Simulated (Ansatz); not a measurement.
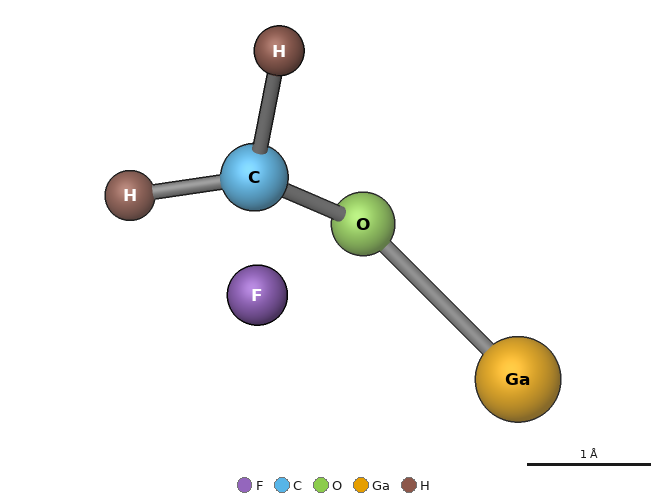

Starting geometry of the run.

The calculation was set up as follows.

```yaml
crystal:
  periodic: [false, false, false]
  atoms:
    - {symbol: F, position_ang: [-0.585377, -0.841135, -1.190729]}
    - {symbol: C, position_ang: [-0.313122, 0.327479, -0.061825]}
    - {symbol: O, position_ang: [0.622369, -0.037051, 0.653859]}
    - {symbol: Ga, position_ang: [1.771898, -1.405088, 0.826543]}
    - {symbol: H, position_ang: [-0.235306, 1.088281, -0.767116]}
    - {symbol: H, position_ang: [-1.495442, 0.220159, 0.375371]}
basis:
  gaussian: {orbitals: STO-3G}
total_charge: 1
magnetization: {spin_polarized: true, initial_magnetization: 1}
hamiltonian: {xc: {name: BLYP}, dispersion: d4}
accuracy: high
output: {forces: true}
```

It was started with:

```sh
ansatz run in.yaml --threads 2 --pin off --events-out ev --progress --plain --max-ram 4352MiB
```

What the program printed:

```
Functional definition: BLYP
  name "BLYP"
  cite "Becke, Phys. Rev. A 38, 3098 (1988) doi:10.1103/PhysRevA.38.3098"
  cite "Lee, Yang & Parr, Phys. Rev. B 37, 785 (1988) doi:10.1103/PhysRevB.37.785"
  parameter beta = 0.0042
  parameter a = 0.04918
  parameter b = 0.132
  parameter c = 0.2533
  parameter d = 0.349
  exchange = b88_x(beta = beta)
  correlation = lyp_c(a = a, b = b, c = c, d = d)
577 factors; integrals over basis functions are off by at most 3.1e-8 eV
mean field evaluation 1: about -56335.0871 eV, gradient 1.3e2 eV
mean field evaluation 2: about -57037.3027 eV, gradient 1.1e2 eV
mean field evaluation 4: about -57452.3168 eV, gradient 4.4e1 eV
mean field evaluation 8: about -57493.3733 eV, gradient 2.6e1 eV
mean field evaluation 16: about -57501.9330 eV, gradient 9.3e0 eV
mean field evaluation 32: about -57503.3246 eV, gradient 1.1e-5 eV
mean field evaluation 64: about -57497.2204 eV, gradient 1.5e1 eV
mean field evaluation 96: about -57502.3655 eV, gradient 9.8e0 eV
mean field evaluation 128: about -57503.2922 eV, gradient 2.4e-1 eV
mean field evaluation 160: about -57503.3004 eV, gradient 4.5e-1 eV
mean field -57503.32463762 eV, -2113.2082032790 hartree, gradient 4.5e-8 eV, S^2 0.752263; 10 other end points of the search recorded, 0 dependent functions left out
the calculation of the forces begins
reference -57503.32467949 eV, -2113.2082048180 hartree; 28, 27 occupied and 7, 8 virtual orbitals, 577 factors
Total energy: -57503.54534094 eV, -2113.2163139766 hartree
Atom 0 at    -0.585377    -0.841135    -1.190729 Å, force     1.009901     1.080725     1.773563 eV/Å
Atom 1 at    -0.313122     0.327479    -0.061825 Å, force   -12.685783    -2.678765    -5.608683 eV/Å
Atom 2 at     0.622369    -0.037051     0.653859 Å, force    10.871395    -6.127068     6.788448 eV/Å
Atom 3 at     1.771898    -1.405088     0.826543 Å, force    -2.714937     3.106053    -0.535629 eV/Å
Atom 4 at    -0.235306     1.088281    -0.767116 Å, force     0.610324     3.748702    -2.015210 eV/Å
Atom 5 at    -1.495442     0.220159     0.375371 Å, force     2.909100     0.870352    -0.402489 eV/Å
Dipole moment:    -0.112968     0.208997     0.067529 e Å
```

The calculation finished and met its thresholds.
